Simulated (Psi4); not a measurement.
# H4Sn (SnH4), run twice

Wanted: the energy of H4Sn (SnH4), FNO-CISD/def2-TZVPD (core potential, occ tolerance 1e-06).

The results are computed with Psi4 1.11.

### 1 Starting point

The species is H4Sn (5 atoms), typed as a singlet with charge 0. SMILES: `[H][Sn]([H])([H])[H]`. Geometry: a GFN2-xTB (4 decimals) relaxation, a rough one for these elements and not checked as a minimum.

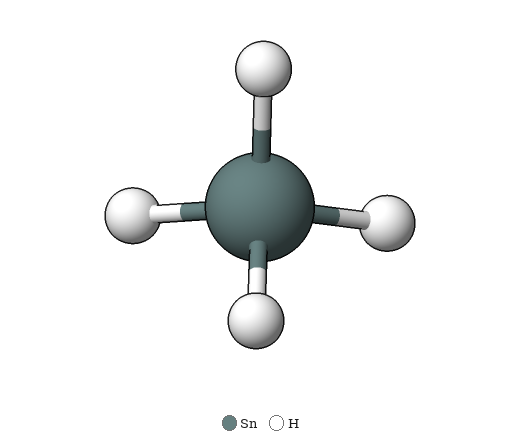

Viewed from a chosen angle; tin teal, hydrogen white.

### 2 First attempt

Contents of h4sn.sdf:

```

     RDKit          3D

  5  4  0  0  0  0  0  0  0  0999 V2000
   -0.0010   -0.0002   -0.0005 Sn  0  0  0  0  0  4  0  0  0  0  0  0
    0.0120   -0.0185    1.6382 H   0  0  0  0  0  0  0  0  0  0  0  0
    1.5407    0.0108   -0.5549 H   0  0  0  0  0  0  0  0  0  0  0  0
   -0.7797    1.3421   -0.5271 H   0  0  0  0  0  0  0  0  0  0  0  0
   -0.7720   -1.3341   -0.5557 H   0  0  0  0  0  0  0  0  0  0  0  0
  2  1  1  0
  3  1  1  0
  4  1  1  0
  5  1  1  0
M  END
$$$$
```

Contents of calc.py:

```python
import psi4
from rdkit import Chem

psi4.set_memory('1600 MB')
psi4.set_num_threads(1)
psi4.set_output_file('run.log', False)

rd = Chem.SDMolSupplier('h4sn.sdf', removeHs=False, sanitize=False)[0]
xyz = rd.GetConformer().GetPositions()
atoms = '\n'.join(f'{a.GetSymbol()} {x:.4f} {y:.4f} {z:.4f}' for a, (x, y, z) in zip(rd.GetAtoms(), xyz))
mol = psi4.geometry('0 1\n' + atoms + '')

psi4.set_options(dict(basis='def2-TZVPD', reference='rhf', scf_type='pk', num_frozen_docc=4, occ_tolerance=1e-06))

energy_value = psi4.energy('pbe1pbe', molecule=mol)
print(f'total energy {energy_value:.8f} hartree = {energy_value * 27.211386:.5f} eV')
```

Command:

```
$ python calc.py
```

run.log:

```text
Psi4 1.11 release
```

On the terminal:

```text
Traceback (most recent call last):
  File "calc.py", line 15, in <module>
    energy_value = psi4.energy('pbe1pbe', molecule=mol)
psi4.driver.p4util.exceptions.MissingMethodError: Method=pbe1pbe is not available for any derivative level.
```

It took 0.68 s on 1 thread of AMD EPYC 9R45 (Zen 5), shared host; peak memory 0.17 GiB.

### 3 Diagnosis

The input was rejected.

The log says `psi4.driver.p4util.exceptions.MissingMethodError: Method=pbe1pbe is not available for any derivative level.`. The fault: the keyword for the method is given a word that it doesn't take. To mend it: method FNO-CISD in place of PBE1PBE.

### 4 Second attempt

h4sn.sdf is that of step 2.

Contents of h4sn.py:

```python
import psi4
from rdkit import Chem

psi4.set_memory('1600 MB')
psi4.set_num_threads(1)
psi4.core.set_output_file('run.log', False)

rd = Chem.SDMolSupplier('h4sn.sdf', removeHs=False, sanitize=False)[0]
xyz = rd.GetConformer().GetPositions()
atoms = '\n'.join(f'{a.GetSymbol()} {x:.4f} {y:.4f} {z:.4f}' for a, (x, y, z) in zip(rd.GetAtoms(), xyz))
m = psi4.geometry('0 1\n' + atoms + '')

psi4.set_options({
    'basis': 'def2-TZVPD',
    'reference': 'rhf',
    'scf_type': 'pk',
    'num_frozen_docc': 4,
    'occ_tolerance': 1e-06,
})

energy_value = psi4.energy("fno-cisd")
print(f'total energy {energy_value:.8f} hartree = {energy_value * 27.211386:.5f} eV')
```

Command:

```
$ python h4sn.py
```

run.log:

```text
=> Loading Basis Set <=

    Name: DEF2-TZVPD
    Role: ORBITAL
    Keyword: BASIS

    !!!  WARNING: ECP capability is in beta. Please check occupations closely.  !!!

         ---------------------------------------------------------
                                   SCF
                              RHF Reference
                        1 Threads,   1525 MiB Core
         ---------------------------------------------------------

  ==> Geometry <==

    Molecular point group: c1
    Full point group: C1

    Geometry (in Angstrom), charge = 0, multiplicity = 1:

[... 94 lines left out ...]
   @RHF iter   1:  -215.57314895453442   -1.39019e+00   4.36435e-03 DIIS/ADIIS
[... 4 lines left out ...]
   @RHF iter   6:  -215.63803480235640   -1.87666e-07   4.51547e-07 DIIS
[... 27 lines left out ...]
    Final Occupation by Irrep:
[... 12 lines left out ...]
    Total Energy =                       -215.6380348052906015
[... 46 lines left out ...]
        *               Frozen Natural Orbitals               *
[... 81 lines left out ...]
        Use frozen natural orbitals?          yes
[... 36 lines left out ...]
  CISD transition energy:       -0.329297974479
[... 5 lines left out ...]
        OS SCS-MP2 correlation energy:          -0.289276972075
        SS SCS-MP2 correlation energy:          -0.033754993230
        SCS-MP2 correlation energy:             -0.323031965304
      * SCS-MP2 total energy:                 -215.961066770595

        OS MP2 correlation energy:              -0.241064143395
        SS MP2 correlation energy:              -0.101264979689
        MP2 correlation energy:                 -0.342329123084
      * MP2 total energy:                     -215.980363928375

        OS CISD correlation energy:             -0.239363756939
        SS CISD correlation energy:             -0.089963436463
        CISD correlation energy:                -0.329327194104
      * CISD total energy:                    -215.967361999395

  Total time for CISD iterations:       1.11 s (user)
                                        0.22 s (system)
                                           2 s (total)

  Time per iteration:                   0.11 s (user)
                                        0.02 s (system)
                                        0.20 s (total)

	total time  =          2 seconds =       0.03 minutes
```

The script printed:

```text
total energy -215.96736200 hartree = -5876.77125 eV
```

Wall time 7.5 s (1 thread of AMD EPYC 9R45 (Zen 5), shared host); peak memory 0.73 GiB.

### 5 Outcome

At FNO-CISD/def2-TZVPD (core potential, occ tolerance 1e-06):

| quantity | value |
| --- | --- |
| total energy | -215.96736 Eh |
| HOMO energy (Hartree–Fock orbitals) | -12.33 eV |
| LUMO energy (Hartree–Fock orbitals) | 2.57 eV |
| HOMO–LUMO gap (Hartree–Fock orbitals) | 14.90 eV |
| correlation energy (4 core orbitals frozen) | -329.3 mEh |
